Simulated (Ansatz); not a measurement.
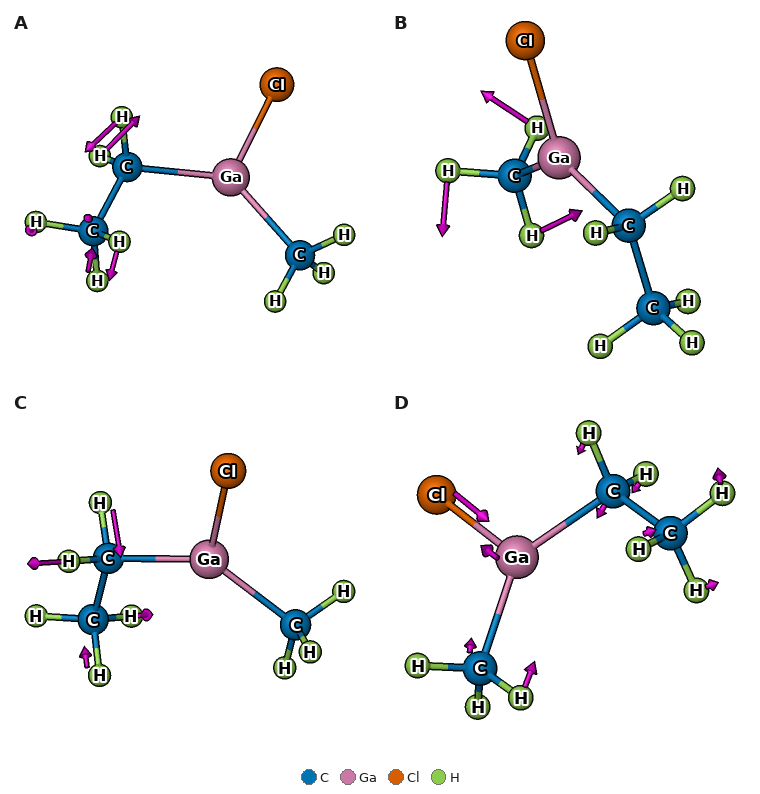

4 normal modes of one molecule or complex, as arrows. Harmonic vibrations computed with RKS PBE0-D4/def2-TZVP (Ansatz 0.2.0) at a stationary point of the same level.

Match the panels to the wavenumbers 53 cm⁻¹, 392 cm⁻¹, 1252 cm⁻¹, 3085 cm⁻¹.

Answer. A: 1252 cm⁻¹, C–C–H bending
B: 53 cm⁻¹, a torsion or out-of-plane motion in which bond lengths and bond angles hardly change
C: 3085 cm⁻¹, out-of-phase stretching of 4 C–H bonds
D: 392 cm⁻¹, Ga–Cl stretching
